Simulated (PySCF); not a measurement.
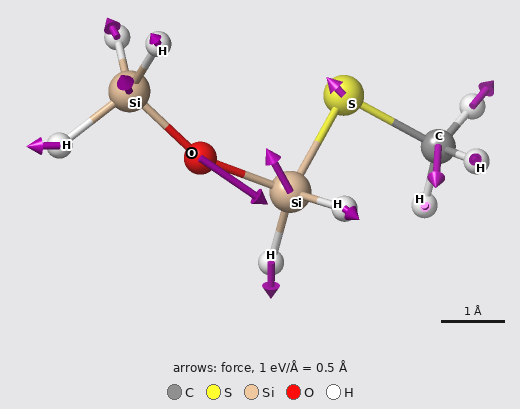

Starting geometry of CH$_{8}$OSSi$_{2}$ with the computed forces as purple arrows. A ball-and-stick model, seen from a free direction.

The start comes from GFN2-xTB. Its atoms were then displaced at random by about 0.01 Å.

All numbers below come from PBE0-D3(BJ)/def2-SVP geometry optimisation, gas phase (PySCF 2.14.0, density-fitted response routines). 

Question: What follows when this structure is relaxed?

Answer: It isn't relaxed: the largest force vector, on the O atom, is 2.77 eV/Å. The final displacements have little in common with the starting forces (cosine between the two patterns −0.09). After 37 geometry steps the energy has fallen by 42.7 kJ/mol. An H atom moves most after the best rigid fit: 2.05 Å. By element the largest moves are H 2.05 Å, S 1.32 Å, C 0.94 Å, Si 0.93 Å, O 0.53 Å. Some distances before and after: O–Si 1.599 → 1.665 Å, H–Si 1.429 → 1.489 Å, H–Si 1.450 → 1.493 Å, C–H 1.061 → 1.098 Å. Bond angles that change, for instance: Si–O–Si 156.2° → 136.5°, O–Si–H 100.9° → 107.6°, S–Si–H 110.3° → 104.7°. Groups turn about S–Si by about 110°, O–Si by about 45°. The run took 3.8 min on 1 thread of Arm Neoverse V2 (shared host).
